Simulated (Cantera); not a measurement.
Input: 1 mol Al₂O₃, 1.3 mol N₂, equilibrated at 1.60 Pa.

These are equilibrium values from Cantera (NASA tables, ideal gas, pure condensed phases), not measurements of a reactor. Candidate condensed phases: Al, AlN, Al₂O₃; 16 gas species. Equilibrium is a limit: real reactors are often held back by kinetics, nucleation or transport.

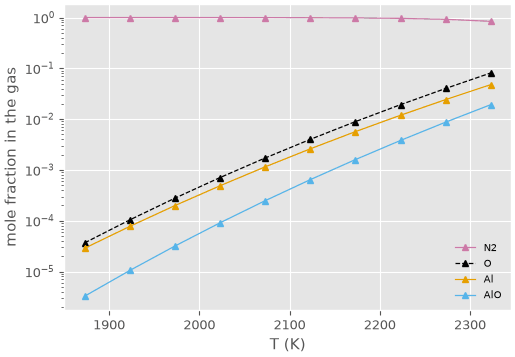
*Equilibrium gas composition (values under 1e-9 drawn at 1e-9)*

From 1873 K to 2323 K the condensed part is Al₂O₃(s). The main Al-bearing gas is Al throughout.
